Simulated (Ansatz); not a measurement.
# AlSiH4 (doublet): one geometry, many settings at distance Al1–H4 along a hydrogen transfer = 1.652 Å

What do other methods and options give for AlSiH4 (doublet) at this geometry, and how long do they take?

Method: the settings change from run to run; program: Ansatz 0.2.0, Gaussian basis.

9 further runs of the same task are left out: 2 for a mislabelled method, 4 that didn't finish, 3 set aside as unsound or not needed.

**1. The system**

The geometry derives from fragments relaxed apart (PBE0/def2-TZVP) and kept rigid, so it is no stationary point. A hydrogen atom is moved between rigid fragments.

6 atoms, charge 0, spin multiplicity 2.

Atoms are counted from 1 here; the program's logs count them from 0.

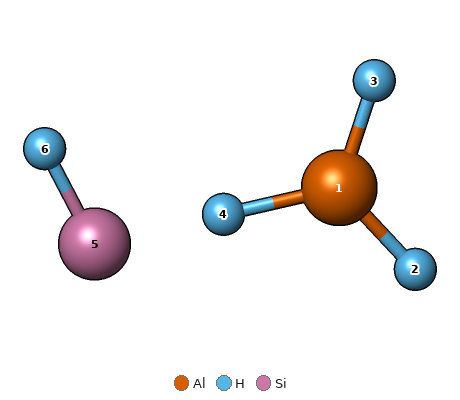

The structure; aluminium orange, hydrogen blue, silicon pink; atoms are numbered from 1 in the order of the file.

**2. MP2 on UHF/STO-3G**

Input file in.yaml:

```yaml
crystal:
  periodic: [false, false, false]
  atoms:
    - {symbol: Al, position_ang: [-1.726948, 0.025233, 0.000000]}
    - {symbol: H, position_ang: [-2.519871, 1.398618, 0.000000]}
    - {symbol: H, position_ang: [-2.519872, -1.348151, 0.000000]}
    - {symbol: H, position_ang: [-0.074948, 0.025233, 0.000000]}
    - {symbol: Si, position_ang: [1.765052, 0.025233, 0.000000]}
    - {symbol: H, position_ang: [2.161486, -1.454280, 0.000000]}
basis:
  gaussian: {orbitals: STO-3G}
magnetization: {spin_polarized: true, initial_magnetization: 1}
correlation: {method: mp2, electrons: all}
output: {forces: true}
```

On the command line:

```sh
> ansatz run in.yaml --threads 1 --pin off --events-out ev --progress --plain --max-ram 2393MiB
```

The program printed:

```text
Functional definition: HF
  name "HF"
  cite "Fock, Z. Phys. 61, 126 (1930) doi:10.1007/BF01340294"
  parent pbe
  exchange = exact_x
  correlation = 0
234 factors; integrals over basis functions are off by at most 8.8e-5 eV
mean field evaluation 1: about -14332.8669 eV, gradient 1.0e1 eV
mean field evaluation 2: about -14332.8747 eV, gradient 1.0e1 eV
mean field evaluation 4: about -14334.0165 eV, gradient 6.5e-1 eV
mean field evaluation 8: about -14334.0237 eV, gradient 2.9e-6 eV
mean field evaluation 16: about -14333.0642 eV, gradient 3.3e-6 eV
mean field evaluation 32: about -14333.7439 eV, gradient 1.7e0 eV
mean field -14334.02365123 eV, -526.7656532326 hartree, gradient 1.5e-6 eV, S^2 0.754693; 7 other end points of the search recorded, 0 dependent functions left out
reference -14334.02365123 eV, -526.7656532326 hartree; 16, 15 occupied and 6, 7 virtual orbitals, 234 factors
second order -1.89361159 eV of doubles, -0.00000000 eV of singles
the calculation of the forces begins
Total energy: -14335.91726282 eV, -526.8352421750 hartree
Atom 0 at    -1.726948     0.025233     0.000000 Å, force    -0.201497    -0.119219     0.000000 eV/Å
Atom 1 at    -2.519871     1.398618     0.000000 Å, force     1.139833    -1.660971     0.000000 eV/Å
Atom 2 at    -2.519872    -1.348151     0.000000 Å, force     1.110742     1.658117    -0.000000 eV/Å
Atom 3 at    -0.074948     0.025233     0.000000 Å, force    -2.403417    -0.287159    -0.000000 eV/Å
Atom 4 at     1.765052     0.025233     0.000000 Å, force     1.162521    -0.293908     0.000000 eV/Å
Atom 5 at     2.161486    -1.454280     0.000000 Å, force    -0.808181     0.703141    -0.000000 eV/Å
Dipole moment:    -0.480560     0.041385    -0.000000 e Å
```

Run time: 0.7 s. Hardware: 1 thread of Intel Xeon Platinum 8375C at 2.90GHz, shared host.

From the report: ⟨S²⟩ of the determinant 0.755 (pure doublet: 0.75).

**3. NEVPT2(5,6)/6-31G**

in.yaml: that of step 2 with these lines changed.

```diff
@@ -10,5 +10,4 @@
 basis:
-  gaussian: {orbitals: STO-3G}
-magnetization: {spin_polarized: true, initial_magnetization: 1}
-correlation: {method: mp2, electrons: all}
-output: {forces: true}
+  gaussian: {orbitals: 6-31G}
+magnetization: {spin_polarized: false, initial_magnetization: 1}
+correlation: {method: sc_nevpt2, electrons: outside_noble_gas, active_space: {window: {electrons: 5, orbitals: 6}}}
```

Launched as before.

The program printed, cut to the lines that bear on the results:

```text
Functional definition: HF
  name "HF"
  cite "Fock, Z. Phys. 61, 126 (1930) doi:10.1007/BF01340294"
  parent pbe
[...]
406 factors; integrals over basis functions are off by at most 2.1e-4 eV
[...]
mean field -14503.13534493 eV, -532.9803933481 hartree, gradient 2.7e-6 eV, S^2 0.750000; 2 other end points of the search recorded, 0 dependent functions left out
reference -14503.13534493 eV, -532.9803933481 hartree; 16, 15 occupied and 18, 19 virtual orbitals, 406 factors
state -14503.99092884 eV, -533.0118354766 hartree
state -14503.99092884 eV, -533.0118354766 hartree; corrected -14505.51092624 eV, -533.0676943510 hartree
state -14503.88385285 eV, -533.0079005068 hartree
state -14503.88385285 eV, -533.0079005068 hartree; corrected -14505.46196083 eV, -533.0658949051 hartree
state -14503.99092884 eV, -533.0118354766 hartree; corrected -14505.51092624 eV, -533.0676943510 hartree
Total energy: -14505.51092624 eV, -533.0676943510 hartree
```

Wall time 4.7 s (1 thread of Intel Xeon Platinum 8375C at 2.90GHz, shared host).

From the report: 150 determinants; active occupations 1.97, 1.96, 1.00, 0.03, 0.03, 0.01.

**4. BCCD(T) on ROHF/6-31G**

in.yaml: that of step 3 with these lines changed.

```diff
@@ -12,2 +12,3 @@
 magnetization: {spin_polarized: false, initial_magnetization: 1}
-correlation: {method: sc_nevpt2, electrons: outside_noble_gas, active_space: {window: {electrons: 5, orbitals: 6}}}
+correlation: {method: bccd_t, electrons: all, diis_vectors: 12}
+accuracy: high
```

Launched as before.

The program printed, cut to the lines that bear on the results:

```text
Functional definition: HF
  name "HF"
  cite "Fock, Z. Phys. 61, 126 (1930) doi:10.1007/BF01340294"
  parent pbe
[...]
764 factors; integrals over basis functions are off by at most 3.7e-9 eV
[...]
mean field -14503.13550005 eV, -532.9803990484 hartree, gradient 3.3e-8 eV, S^2 0.750000; 5 other end points of the search recorded, 0 dependent functions left out
determinant -14503.13550005 eV, -532.9803990484 hartree, with singles and doubles -14506.32350675 eV, -533.0975561337 hartree
determinant -14501.74453177 eV, -532.9292819070 hartree, with singles and doubles -14505.04590392 eV, -533.0506050957 hartree
determinant -14500.69897038 eV, -532.8908582345 hartree, with singles and doubles -14504.41177484 eV, -533.0273012821 hartree
determinant -14500.38987793 eV, -532.8794992968 hartree, with singles and doubles -14503.83777053 eV, -533.0062070127 hartree
reference -14503.13550005 eV, -532.9803990484 hartree; 16, 15 occupied and 18, 19 virtual orbitals, 764 factors
second order -2.31159220 eV of doubles, -0.02296552 eV of singles
cycle   1  -3.18610464 eV  change    1.9e-3 eV  update   5.5e-3
[...]
cycle  23  -3.18343804 eV  change   1.4e-10 eV  update   2.3e-9
perturbative correction -0.05785921 eV, -0.0021262866 hartree
Total energy: -14506.37679729 eV, -533.0995145251 hartree
```

Wall time 16 s (1 thread of Intel Xeon Platinum 8375C at 2.90GHz, shared host).

From the report: correlation -3.2413 eV; largest double amplitude 0.06.

**5. BCCD on ROHF/cc-pVDZ**

in.yaml: that of step 4 with these lines changed.

```diff
@@ -10,5 +10,6 @@
 basis:
-  gaussian: {orbitals: 6-31G}
+  gaussian: {orbitals: cc-pVDZ, point_charges: [{charge: 1.00, position_ang: [5.793, -0.696, 0.278]}]}
 magnetization: {spin_polarized: false, initial_magnetization: 1}
-correlation: {method: bccd_t, electrons: all, diis_vectors: 12}
+correlation: {method: bccd, electrons: outside_noble_gas}
 accuracy: high
+output: {forces: true}
```

The command is unchanged.

The program printed, cut to the lines that bear on the results:

```text
Functional definition: HF
  name "HF"
  cite "Fock, Z. Phys. 61, 126 (1930) doi:10.1007/BF01340294"
  parent pbe
[...]
1209 factors; integrals over basis functions are off by at most 3.7e-9 eV
[...]
mean field -14505.52395002 eV, -533.0681729659 hartree, gradient 5.4e-8 eV, S^2 0.750000; 6 other end points of the search recorded, 0 dependent functions left out
[...]
determinant -14505.52395002 eV, -533.0681729659 hartree, with singles and doubles -14511.00892636 eV, -533.2697421284 hartree
determinant -14504.26610806 eV, -533.0219481266 hartree, with singles and doubles -14509.87545161 eV, -533.2280876997 hartree
determinant -14502.56778560 eV, -532.9595359273 hartree, with singles and doubles -14508.22116599 eV, -533.1672938247 hartree
determinant -14502.23239237 eV, -532.9472104535 hartree, with singles and doubles -14502.23239237 eV, -532.9472104535 hartree
[...]
reference -14505.52395002 eV, -533.0681729659 hartree; 6, 5 occupied and 40, 41 virtual orbitals, 1209 factors
second order -4.18603505 eV of doubles, -0.06279886 eV of singles
cycle   1  -5.48368495 eV  change    1.3e-3 eV  update   3.5e-3
[...]
cycle  29  -5.48097743 eV  change   4.3e-11 eV  update   1.3e-9
[...]
Total energy: -14511.00492745 eV, -533.2695951714 hartree
Atom 0 at    -1.726948     0.025233     0.000000 Å, force    -0.575097    -0.152595    -0.000625 eV/Å
Atom 1 at    -2.519871     1.398618     0.000000 Å, force     0.408438     0.025124    -0.000063 eV/Å
Atom 2 at    -2.519872    -1.348151     0.000000 Å, force     0.341293    -0.005558     0.000264 eV/Å
Atom 3 at    -0.074948     0.025233     0.000000 Å, force     0.317477    -0.301278     0.014839 eV/Å
Atom 4 at     1.765052     0.025233     0.000000 Å, force     0.133267     0.858005    -0.008679 eV/Å
Atom 5 at     2.161486    -1.454280     0.000000 Å, force    -0.488464    -0.445244    -0.003037 eV/Å
Dipole moment:    -1.085854     0.027520    -0.015938 e Å
```

Wall time 43 s (1 thread of Intel Xeon Platinum 8375C at 2.90GHz, shared host); peak memory 0.44 GiB.

From the report: correlation -5.4810 eV; largest double amplitude 0.06.

**6. All runs side by side**

| level | correlated | functions | energy (eV) | time |
| --- | --- | --- | --- | --- |
| MP2 on UHF/STO-3G | all | 22 | -14335.9173 | 0.7 s |
| NEVPT2(5,6)/6-31G | outside noble gas | 34 | -14505.5109 | 4.7 s |
| BCCD(T) on ROHF/6-31G | all | 34 | -14506.3768 | 16 s |
| BCCD on ROHF/cc-pVDZ (beside a point charge) | outside noble gas | 56 | -14511.0049 | 43 s |

**7. Results**

| quantity | value |
| --- | --- |
| runs | 4 |
| quickest | MP2 on UHF/STO-3G, 0.7 s |
| slowest | BCCD on ROHF/cc-pVDZ (beside a point charge), 43 s |

What this shows: Total energies in different bases, with other cores or another treatment of relativity can't be set against each other. BCCD on ROHF/cc-pVDZ (beside a point charge) took 61 times as long as MP2 on UHF/STO-3G; the jobs differ in more than the method.
